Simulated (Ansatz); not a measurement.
# One shape, several levels: BH3Cl− (SMILES [H][B-]([H])([H])Cl)

Wanted: a comparison of 4 runs (UPBE0/STO-3G, BCCD(T)/STO-3G, CCSDT(Q)/STO-3G, CCSDTQ/STO-3G) of BH3Cl−. 

The calculation is run with Ansatz 0.2.0.

6 further runs of the same task are left out: 6 that didn't finish.

**1. The system as given**

BH3Cl− has 5 atoms, charge -1, and is taken as a singlet. SMILES: `[H][B-]([H])([H])Cl`. The H3–B1 distance was set to 1.509 Å, away from the relaxed value.

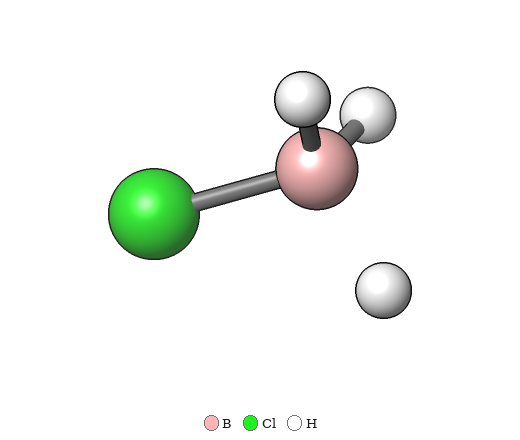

Viewed from a chosen angle; boron pink, chlorine green, hydrogen white.

**2. A single-point energy at UPBE0/STO-3G (run 1)**

run.yaml reads:

```yaml
crystal:
  periodic: [false, false, false]
  atoms:
    - {symbol: B, position_ang: [-0.289633, -0.000807, -0.078215]}
    - {symbol: Cl, position_ang: [-0.274753, -0.023577, 1.796125]}
    - {symbol: H, position_ang: [1.152300, 0.011380, -0.522240]}
    - {symbol: H, position_ang: [-0.874993, 1.003263, -0.408205]}
    - {symbol: H, position_ang: [-0.866333, -1.000017, -0.432285]}
basis:
  gaussian:
    orbitals: STO-3G
total_charge: -1
magnetization:
  spin_polarized: true
hamiltonian:
  xc: {name: PBE0}
accuracy: high
```

Command:

```
$ ansatz run run.yaml --threads 1 --pin off --max-ram 2610MiB --events-out events.jsonl --progress --plain --runs-dir runs
```

Log:

```text
Warning: RAYON_NUM_THREADS=1 ignored (pool sized by the plan → 1); use --threads N
Functional definition: PBE0
  name "PBE0"
  parameter a = 0.25
  parameter kappa = 0.804
  parameter beta = 0.06672455060314922
  exchange = (1 - a)*pbe_x(kappa = kappa, mu = beta*pi^2/3) + a*exact_x
  correlation = pbe_c(beta = beta)
281 factors; integrals over basis functions are off by at most 3.3e-8 eV
mean field evaluation 1: about -13096.2715 eV, gradient 9.7e0 eV
mean field evaluation 2: about -13096.5711 eV, gradient 8.2e0 eV
mean field evaluation 4: about -13097.0427 eV, gradient 2.2e-1 eV
mean field evaluation 8: about -13097.0075 eV, gradient 3.1e-3 eV
mean field -13097.00748057 eV, -481.3061474403 hartree, gradient 3.3e-8 eV, S^2 0.000000; 0 other end points of the search recorded, 0 dependent functions left out
reference -13097.00748178 eV, -481.3061474849 hartree; 13, 13 occupied and 4, 4 virtual orbitals, 281 factors
Total energy: -13097.00748178 eV, -481.3061474849 hartree
```

Wall time 2.3 s (1 thread of Intel Xeon Platinum 8259CL at 2.50GHz (Skylake/Cascade Lake), shared host); peak memory 0.14 GiB.

**3. The energy at BCCD(T)/STO-3G (run 2)**

input.yaml reads:

```yaml
crystal:
  periodic: [false, false, false]
  atoms:
    - {symbol: B, position_ang: [-0.289633, -0.000807, -0.078215]}
    - {symbol: Cl, position_ang: [-0.274753, -0.023577, 1.796125]}
    - {symbol: H, position_ang: [1.152300, 0.011380, -0.522240]}
    - {symbol: H, position_ang: [-0.874993, 1.003263, -0.408205]}
    - {symbol: H, position_ang: [-0.866333, -1.000017, -0.432285]}
basis:
  gaussian: {orbitals: STO-3G}
magnetization: {spin_polarized: false}
correlation: {method: bccd_t, frozen_orbitals: {B: 1, Cl: 5, H: 0}}
scf: {omitted_lower_state_checks: [cluster_reference, increment]}
total_charge: -1
accuracy: high
```

Command:

```
$ ansatz run input.yaml --threads 1 --pin off --max-ram 2610MiB --events-out events.jsonl --progress --plain --runs-dir runs
```

Log (excerpt; [...] marks lines left out):

```text
Warning: RAYON_NUM_THREADS=1 ignored (pool sized by the plan → 1); use --threads N
Functional definition: HF
  name "HF"
[...]
281 factors; integrals over basis functions are off by at most 3.3e-8 eV
[...]
mean field -13078.09573469 eV, -480.6111535981 hartree, gradient 4.7e-9 eV, S^2 0.000000; 0 other end points of the search recorded, 0 dependent functions left out
6 core orbitals not correlated: weight in the atoms' cores, before any rotation towards them, 1.000 or more for the frozen orbitals, at most 0.000 for the correlated occupied ones
reference -13078.09573469 eV, -480.6111535981 hartree; 7, 7 occupied and 4, 4 virtual orbitals, 281 factors
second order -1.40322070 eV of doubles, -0.00000000 eV of singles
cycle   1  -1.78258585 eV  change   -3.8e-1 eV  update   5.2e-2
[...]
cycle  16  -1.99551028 eV  change    1.7e-9 eV  update  6.8e-10
perturbative correction -0.01769602 eV, -0.0006503166 hartree
Total energy: -13080.10894099 eV, -480.6851375650 hartree
Checks for a lower state left out: cluster_reference, increment
```

Wall time 0.39 s (1 thread of Intel Xeon Platinum 8259CL at 2.50GHz (Skylake/Cascade Lake), shared host).

Run 3 isn't shown in full; the table further down has it.

**4. The energy at CCSDTQ/STO-3G (run 4)**

in.yaml reads:

```yaml
crystal:
  periodic: [false, false, false]
  atoms:
    - {symbol: B, position_ang: [-0.289633, -0.000807, -0.078215]}
    - {symbol: Cl, position_ang: [-0.274753, -0.023577, 1.796125]}
    - {symbol: H, position_ang: [1.152300, 0.011380, -0.522240]}
    - {symbol: H, position_ang: [-0.874993, 1.003263, -0.408205]}
    - {symbol: H, position_ang: [-0.866333, -1.000017, -0.432285]}
basis:
  gaussian: {orbitals: STO-3G}
total_charge: -1
magnetization: {spin_polarized: false, initial_magnetization: 0}
correlation: {method: ccsdtq, frozen_orbitals: {B: 1, Cl: 5, H: 0}}
accuracy: high
scf: {omitted_lower_state_checks: [cluster_reference, increment]}
```

Command:

```
$ ansatz run in.yaml --threads 1 --pin off --max-ram 2610MiB --events-out events.jsonl --progress --plain --runs-dir runs
```

Log (excerpt; [...] marks lines left out):

```text
Warning: RAYON_NUM_THREADS=1 ignored (pool sized by the plan → 1); use --threads N
[... 2 set-up lines as earlier in the session ...]
[...]
281 factors; integrals over basis functions are off by at most 3.3e-8 eV
[...]
mean field -13078.09573469 eV, -480.6111535981 hartree, gradient 4.7e-9 eV, S^2 0.000000; 0 other end points of the search recorded, 0 dependent functions left out
6 core orbitals not correlated: weight in the atoms' cores, before any rotation towards them, 1.000 or more for the frozen orbitals, at most 0.000 for the correlated occupied ones
reference -13078.09573469 eV, -480.6111535981 hartree; 7, 7 occupied and 4, 4 virtual orbitals, 281 factors
second order -1.40322070 eV of doubles, -0.00000000 eV of singles
cycle   1  -1.78033881 eV  change   -3.8e-1 eV  update   5.3e-2
[...]
cycle  22  -2.01636757 eV  change   8.6e-10 eV  update  4.0e-10
Total energy: -13080.11210225 eV, -480.6852537394 hartree
Checks for a lower state left out: cluster_reference, increment
```

Run time: 6 s. Hardware: 1 thread of Intel Xeon Platinum 8259CL at 2.50GHz (Skylake/Cascade Lake), shared host; peak memory 0.12 GiB.

**5. The series**

| run | level | frozen core orbitals | energy (Eh) | wall time |
| --- | --- | --- | --- | --- |
| 1 | UPBE0/STO-3G | – | -481.306147 | 2.3 s |
| 2 | BCCD(T)/STO-3G | 6 | -480.685138 | 0.39 s |
| 3 | CCSDT(Q)/STO-3G | 6 | -480.685272 | 0.61 s |
| 4 | CCSDTQ/STO-3G | 6 | -480.685254 | 6 s |

**6. What came out**

```
                                          quantity          value
                               run 4: total energy  -480.68525 Eh
run 4: correlation energy (6 core orbitals frozen)      -74.1 mEh
                              run 4: T1 diagnostic          0.006
```

**Reading.** In runs 1, 2, 3, 4 the basis is minimal, so the values are rough. All runs together took 9.3 s, the longest 6 s.
